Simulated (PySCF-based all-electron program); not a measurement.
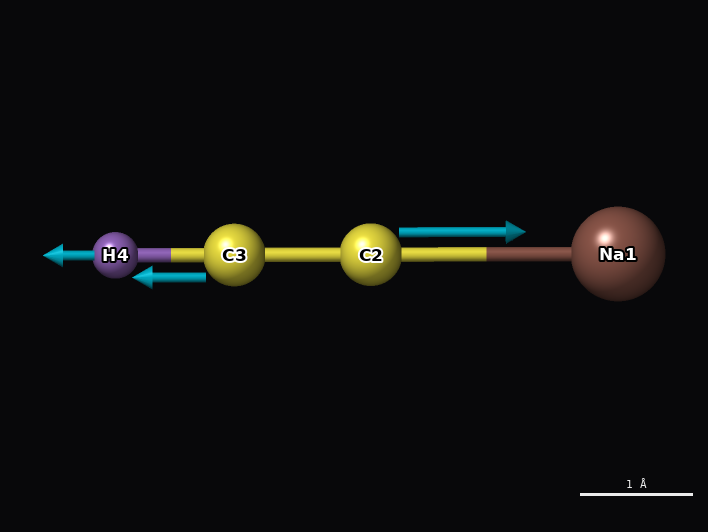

Arrows show the forces on the atoms, 2 Å of arrow for 1 eV/Å; forces under a tenth of the largest aren't drawn. Level of theory: PBE, all-electron, scalar-relativistic (Koelling-Harmon), large uncontracted Gaussian sets (PySCF-based all-electron program).

Question: On which atom is the force largest, and how large is it?

Answer: On C2: 0.57 eV/Å.

Question: Which bond do the forces act along most?

Answer: C2–C3, now 1.225 Å: the forces push its atoms apart, so a first step downhill lengthens it.

List the force components in the frame of the picture (x right, y up, z towards the viewer), in eV/Å.

| atom | Fx | Fy | Fz |
| --- | --- | --- | --- |
| Na1 | −0.01 | 0.00 | 0.00 |
| C2 | 0.57 | 0.00 | −0.02 |
| C3 | −0.33 | 0.00 | 0.01 |
| H4 | −0.23 | 0.00 | 0.01 |
